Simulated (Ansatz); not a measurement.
# GaH3+ (doublet): correlated methods under varied settings at scale of all distances = 1.284

What do other methods and options give for GaH3+ (doublet) at this geometry, and how long do they take?

Method: the settings change from run to run; program: Ansatz 0.2.0, Gaussian basis.

14 further runs of the same task are left out: 1 for a known fault of the program, 12 that didn't finish, 1 set aside as unsound or not needed.

## 1. The geometry

The geometry derives from a PBE0/def2-TZVP stationary point (not a proven minimum). All distances are scaled together. No spin-orbit coupling is included. The filled d shell of Ga may be among the frozen orbitals whatever the setting's name suggests; the logs give the count.

4 atoms, charge 1, spin multiplicity 2.

Atoms are counted from 1 here; the program's logs count them from 0.

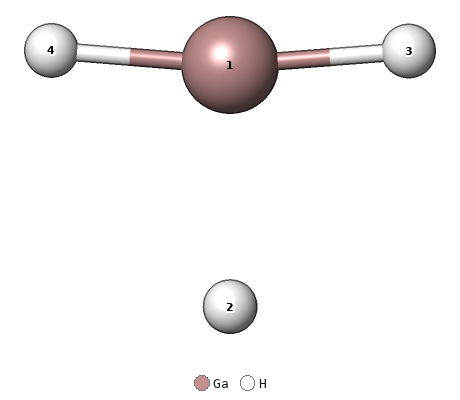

The geometry (gallium pink, hydrogen white); atoms are numbered from 1 in the order of the file.

As a file:

```xyz
4
GaH3
Ga    0.00000    0.03253    0.00000
H     0.00000   -2.62868    0.00000
H     0.00000    0.18931   -1.96089
H     0.00000    0.18931    1.96089
```

## 2. MP2 on ROHF/aug-cc-pVDZ

Contents of in.yaml:

```yaml
crystal:
  periodic: [false, false, false]
  atoms:
    - {symbol: Ga, position_ang: [0.000000, 0.032528, 0.000000]}
    - {symbol: H, position_ang: [0.000000, -2.628679, 0.000000]}
    - {symbol: H, position_ang: [0.000000, 0.189310, -1.960886]}
    - {symbol: H, position_ang: [0.000000, 0.189310, 1.960886]}
basis:
  gaussian: {orbitals: aug-cc-pVDZ}
total_charge: 1
magnetization: {spin_polarized: false, initial_magnetization: 1}
correlation: {method: mp2, electrons: outside_noble_gas}
```

Command:

```bash
ansatz run in.yaml --threads 1 --pin off --events-out ev --progress --plain --max-ram 2393MiB
```

The log of the run:

```text
Functional definition: HF
  name "HF"
  cite "Fock, Z. Phys. 61, 126 (1930) doi:10.1007/BF01340294"
  parent pbe
  exchange = exact_x
  correlation = 0
659 factors; integrals over basis functions are off by at most 5.8e-4 eV
mean field evaluation 1: about -52367.6849 eV, gradient 7.8e0 eV
mean field evaluation 2: about -52367.6849 eV, gradient 7.8e0 eV
mean field evaluation 4: about -52368.7824 eV, gradient 5.9e-1 eV
mean field evaluation 8: about -52368.7869 eV, gradient 4.8e-4 eV
mean field -52368.78688519 eV, -1924.5174211920 hartree, gradient 1.4e-6 eV, S^2 0.750000; 0 other end points of the search recorded, 0 dependent functions left out
mean field evaluation 16: about -52368.7892 eV, gradient 1.4e-1 eV
mean field evaluation 32: about -52368.8778 eV, gradient 1.4e0 eV
14 core orbitals not correlated: weight in the atoms' cores, before any rotation towards them, 0.999 or more for the frozen orbitals, at most 0.000 for the correlated occupied ones
reference -52368.78688519 eV, -1924.5174211920 hartree; 3, 2 occupied and 46, 47 virtual orbitals, 659 factors
second order -1.61210105 eV of doubles, -0.00155176 eV of singles
Total energy: -52370.40053800 eV, -1924.5767218390 hartree
```

Run time: 1.5 s. Hardware: 1 thread of Arm Neoverse V2, shared host.

## 3. MP2 on UHF/aug-cc-pVDZ

in.yaml: that of step 2 with these lines changed.

```diff
@@ -10,3 +10,3 @@
 total_charge: 1
-magnetization: {spin_polarized: false, initial_magnetization: 1}
+magnetization: {spin_polarized: true, initial_magnetization: 1}
 correlation: {method: mp2, electrons: outside_noble_gas}
```

Launched as before.

The log of the run, cut to the lines that bear on the results:

```text
Functional definition: HF
  name "HF"
  cite "Fock, Z. Phys. 61, 126 (1930) doi:10.1007/BF01340294"
  parent pbe
[...]
659 factors; integrals over basis functions are off by at most 5.8e-4 eV
[...]
mean field -52368.92104922 eV, -1924.5223516291 hartree, gradient 7.6e-6 eV, S^2 1.197809; 3 other end points of the search recorded, 0 dependent functions left out
14 core orbitals not correlated: weight in the atoms' cores, before any rotation towards them, 0.999 or more for the frozen orbitals, at most 0.000 for the correlated occupied ones
reference -52368.92104922 eV, -1924.5223516291 hartree; 3, 2 occupied and 46, 47 virtual orbitals, 659 factors
second order -1.18679876 eV of doubles, -0.00000000 eV of singles
Total energy: -52370.10784798 eV, -1924.5659656793 hartree
```

Run time: 1.4 s. Hardware: 1 thread of Arm Neoverse V2, shared host.

From the report: ⟨S²⟩ of the determinant 1.198 (pure doublet: 0.75).

## 4. MRCISD+Q(relaxed)(3,4)/def2-SVP

in.yaml: that of step 3 with these lines changed.

```diff
@@ -8,5 +8,5 @@
 basis:
-  gaussian: {orbitals: aug-cc-pVDZ}
+  gaussian: {orbitals: def2-SVP}
 total_charge: 1
-magnetization: {spin_polarized: true, initial_magnetization: 1}
-correlation: {method: mp2, electrons: outside_noble_gas}
+magnetization: {spin_polarized: false, initial_magnetization: 1}
+correlation: {method: fic_mrcisd_q_relaxed, electrons: outside_noble_gas, active_space: {window: {electrons: 3, orbitals: 4}}}
```

Same command.

The log of the run, cut to the lines that bear on the results:

```text
Functional definition: HF
  name "HF"
  cite "Fock, Z. Phys. 61, 126 (1930) doi:10.1007/BF01340294"
  parent pbe
[...]
472 factors; integrals over basis functions are off by at most 1.0e-3 eV
[...]
mean field -52362.79624182 eV, -1924.2972691089 hartree, gradient 1.1e-6 eV, S^2 0.750000; 0 other end points of the search recorded, 0 dependent functions left out
reference -52362.79624182 eV, -1924.2972691089 hartree; 17, 16 occupied and 30, 31 virtual orbitals, 472 factors
state -52363.61296544 eV, -1924.3272831482 hartree
contracted CI cycle   1: correlation -0.00000000 eV, -0.0000000000 hartree, residual 7.37e0 eV
contracted CI cycle   2: correlation -1.27446951 eV, -0.0468358908 hartree, residual 2.31e0 eV
contracted CI cycle   3: correlation -1.40581107 eV, -0.0516626038 hartree, residual 1.12e0 eV
contracted CI cycle   4: correlation -1.44044024 eV, -0.0529352025 hartree, residual 5.92e-1 eV
contracted CI cycle   5: correlation -1.44815767 eV, -0.0532188127 hartree, residual 2.41e-1 eV
contracted CI cycle   6: correlation -1.44946625 eV, -0.0532669023 hartree, residual 1.08e-1 eV
contracted CI cycle   7: correlation -1.44979883 eV, -0.0532791242 hartree, residual 5.61e-2 eV
contracted CI cycle   8: correlation -1.44987842 eV, -0.0532820491 hartree, residual 2.72e-2 eV
contracted CI cycle   9: correlation -1.44989608 eV, -0.0532826982 hartree, residual 1.23e-2 eV
contracted CI cycle  10: correlation -1.44989944 eV, -0.0532828216 hartree, residual 4.99e-3 eV
contracted CI cycle  11: correlation -1.44990005 eV, -0.0532828442 hartree, residual 2.37e-3 eV
contracted CI cycle  12: correlation -1.44990021 eV, -0.0532828500 hartree, residual 1.25e-3 eV
contracted CI cycle  13: correlation -1.44990025 eV, -0.0532828515 hartree, residual 6.03e-4 eV
state -52363.61296544 eV, -1924.3272831482 hartree; corrected -52365.15483754 eV, -1924.3839459027 hartree
Total energy: -52365.15483754 eV, -1924.3839459027 hartree
```

Wall time 2.1 s (1 thread of Arm Neoverse V2, shared host).

From the report: 24 determinants; active occupations 1.91, 1.00, 0.08, 0.00.

## 5. MRCISD+Q(relaxed)(3,4)/def2-mTZVP

Contents of in.yaml:

```yaml
crystal:
  periodic: [false, false, false]
  atoms:
    - {symbol: Ga, position_ang: [0.000000, 0.032528, 0.000000]}
    - {symbol: H, position_ang: [0.000000, -2.628679, 0.000000]}
    - {symbol: H, position_ang: [0.000000, 0.189310, -1.960886]}
    - {symbol: H, position_ang: [0.000000, 0.189310, 1.960886]}
basis:
  gaussian: {orbitals: def2-mTZVP}
total_charge: 1
magnetization: {spin_polarized: false, initial_magnetization: 1}
correlation: {method: fic_mrcisd_q_relaxed, electrons: outside_noble_gas, active_space: {window: {electrons: 3, orbitals: 4}, states: [{multiplicity: 2, weights: [1, 0.5]}, {multiplicity: 4, weights: [1]}], root: 1}}
```

Same command.

The log of the run, cut to the lines that bear on the results:

```text
Functional definition: HF
  name "HF"
  cite "Fock, Z. Phys. 61, 126 (1930) doi:10.1007/BF01340294"
  parent pbe
[...]
723 factors; integrals over basis functions are off by at most 1.9e-7 eV
[...]
mean field -52369.48677311 eV, -1924.5431415988 hartree, gradient 1.1e-6 eV, S^2 0.750000; 0 other end points of the search recorded, 0 dependent functions left out
reference -52369.48677311 eV, -1924.5431415988 hartree; 17, 16 occupied and 28, 29 virtual orbitals, 723 factors
state -52370.02198088 eV, -1924.5628101214 hartree
state -52367.74679760 eV, -1924.4791986781 hartree
contracted CI cycle   1: correlation 0.00000000 eV, 0.0000000000 hartree, residual 7.10e0 eV
contracted CI cycle   2: correlation -1.45720118 eV, -0.0535511555 hartree, residual 2.41e0 eV
contracted CI cycle   3: correlation -1.58897476 eV, -0.0583937455 hartree, residual 9.81e-1 eV
[...]
contracted CI cycle   3: correlation -1.43711817 eV, -0.0528131188 hartree, residual 9.40e-1 eV
contracted CI cycle   4: correlation -1.45692463 eV, -0.0535409928 hartree, residual 3.00e-1 eV
contracted CI cycle   5: correlation -1.45843529 eV, -0.0535965083 hartree, residual 9.76e-2 eV
contracted CI cycle   6: correlation -1.45863265 eV, -0.0536037613 hartree, residual 4.09e-2 eV
contracted CI cycle   7: correlation -1.45867926 eV, -0.0536054742 hartree, residual 2.20e-2 eV
contracted CI cycle   8: correlation -1.45869018 eV, -0.0536058752 hartree, residual 1.04e-2 eV
contracted CI cycle   9: correlation -1.45869270 eV, -0.0536059681 hartree, residual 4.13e-3 eV
contracted CI cycle  10: correlation -1.45869325 eV, -0.0536059884 hartree, residual 2.01e-3 eV
contracted CI cycle  11: correlation -1.45869336 eV, -0.0536059921 hartree, residual 6.75e-4 eV
state -52367.63118909 eV, -1924.4749501436 hartree; corrected -52369.19806829 eV, -1924.5325318921 hartree
Total energy: -52369.42322560 eV, -1924.5408062706 hartree
```

It took 2.1 s on 1 thread of Arm Neoverse V2, shared host.

From the report: 12 determinants; active occupations (of the averaged states) 1.32, 1.02, 0.66, 0.01.

## 6. BCCD on UHF/6-31G*

Contents of in.yaml:

```yaml
crystal:
  periodic: [false, false, false]
  atoms:
    - {symbol: Ga, position_ang: [0.000000, 0.032528, 0.000000]}
    - {symbol: H, position_ang: [0.000000, -2.628679, 0.000000]}
    - {symbol: H, position_ang: [0.000000, 0.189310, -1.960886]}
    - {symbol: H, position_ang: [0.000000, 0.189310, 1.960886]}
basis:
  gaussian: {orbitals: "6-31G*"}
total_charge: 1
magnetization: {spin_polarized: true, initial_magnetization: 1}
correlation: {method: bccd, electrons: outside_noble_gas}
```

Same command.

The log of the run, cut to the lines that bear on the results:

```text
Functional definition: HF
  name "HF"
  cite "Fock, Z. Phys. 61, 126 (1930) doi:10.1007/BF01340294"
  parent pbe
[...]
407 factors; integrals over basis functions are off by at most 5.1e-4 eV
[...]
mean field -52361.99721413 eV, -1924.2679053828 hartree, gradient 1.4e-6 eV, S^2 1.188255; 5 other end points of the search recorded, 0 dependent functions left out
determinant -52361.99721413 eV, -1924.2679053828 hartree, with singles and doubles -52363.85046017 eV, -1924.3360109184 hartree
determinant -52360.25386824 eV, -1924.2038386030 hartree, with singles and doubles -52361.45418681 eV, -1924.2479494968 hartree
14 core orbitals not correlated: weight in the atoms' cores, before any rotation towards them, 1.000 or more for the frozen orbitals, at most 0.000 for the correlated occupied ones
reference -52361.99721413 eV, -1924.2679053828 hartree; 3, 2 occupied and 24, 25 virtual orbitals, 407 factors
second order -0.95242569 eV of doubles, -0.00000000 eV of singles
cycle   1  -1.95686862 eV  change   -1.4e-1 eV  update   4.9e-2
[...]
cycle  15  -1.90004889 eV  change    3.3e-6 eV  update   5.5e-6
Total energy: -52363.89726302 eV, -1924.3377308917 hartree
```

It took 1.4 s on 1 thread of Arm Neoverse V2, shared host.

From the report: ⟨S²⟩ of the determinant 1.188 (pure doublet: 0.75); correlation -1.9000 eV; largest double amplitude 0.18.

## 7. BCCD(T) on UHF/def2-SVPD

in.yaml: that of step 6 with these lines changed.

```diff
@@ -8,5 +8,6 @@
 basis:
-  gaussian: {orbitals: "6-31G*"}
+  gaussian: {orbitals: def2-SVPD}
 total_charge: 1
 magnetization: {spin_polarized: true, initial_magnetization: 1}
-correlation: {method: bccd, electrons: outside_noble_gas}
+correlation: {method: bccd_t, electrons: outside_noble_gas}
+accuracy: high
```

Same command.

The log of the run, cut to the lines that bear on the results:

```text
Functional definition: HF
  name "HF"
  cite "Fock, Z. Phys. 61, 126 (1930) doi:10.1007/BF01340294"
  parent pbe
[...]
1185 factors; integrals over basis functions are off by at most 4.7e-9 eV
[...]
mean field -52363.02204476 eV, -1924.3055672137 hartree, gradient 2.5e-8 eV, S^2 1.172688; 5 other end points of the search recorded, 0 dependent functions left out
determinant -52363.02204476 eV, -1924.3055672137 hartree, with singles and doubles -52365.18415654 eV, -1924.3850233563 hartree
determinant -52361.26453828 eV, -1924.2409800418 hartree, with singles and doubles -52362.65911173 eV, -1924.2922296711 hartree
14 core orbitals not correlated: weight in the atoms' cores, before any rotation towards them, 0.999 or more for the frozen orbitals, at most 0.000 for the correlated occupied ones
reference -52363.02204476 eV, -1924.3055672137 hartree; 3, 2 occupied and 45, 46 virtual orbitals, 1185 factors
second order -1.20483649 eV of doubles, -0.00000000 eV of singles
cycle   1  -2.23176245 eV  change   -1.9e-1 eV  update   5.2e-2
[...]
cycle  33  -2.18284182 eV  change  -8.0e-11 eV  update  4.9e-10
perturbative correction -0.05023369 eV, -0.0018460539 hartree
Total energy: -52365.25512026 eV, -1924.3876312250 hartree
```

It took 7 s on 1 thread of Arm Neoverse V2, shared host; peak memory 0.29 GiB.

From the report: ⟨S²⟩ of the determinant 1.173 (pure doublet: 0.75); correlation -2.2331 eV; largest double amplitude 0.17.

## 8. The runs in one table

Where basis and cores are those of an earlier FCI/aug-cc-pVDZ run (-52371.1907 eV), and the state is the same kind, the miss against it is given.

| level | correlated | functions | energy (eV) | from FCI (meV) | time |
| --- | --- | --- | --- | --- | --- |
| MP2 on ROHF/aug-cc-pVDZ | outside noble gas | 63 | -52370.4005 | 790.2 | 1.5 s |
| MP2 on UHF/aug-cc-pVDZ | outside noble gas | 63 | -52370.1078 | 1082.9 | 1.4 s |
| MRCISD+Q(relaxed)(3,4)/def2-SVP | outside noble gas | 47 | -52365.1548 |  | 2.1 s |
| MRCISD+Q(relaxed)(3,4)/def2-mTZVP (excited root 1 of an average) | outside noble gas | 45 | -52369.4232 |  | 2.1 s |
| BCCD on UHF/6-31G* | outside noble gas | 41 | -52363.8973 |  | 1.4 s |
| BCCD(T) on UHF/def2-SVPD | outside noble gas | 62 | -52365.2551 |  | 7 s |

## 9. What came out

```
quantity                          value
    runs                              6
quickest      BCCD on UHF/6-31G*, 1.4 s
 slowest  BCCD(T) on UHF/def2-SVPD, 7 s
```

What this shows: Total energies in different bases, with other cores or another treatment of relativity can't be set against each other. BCCD(T) on UHF/def2-SVPD took 5 times as long as BCCD on UHF/6-31G*; the jobs differ in more than the method. Among the correlated runs with a miss given, it spans +790 to +1083 meV.
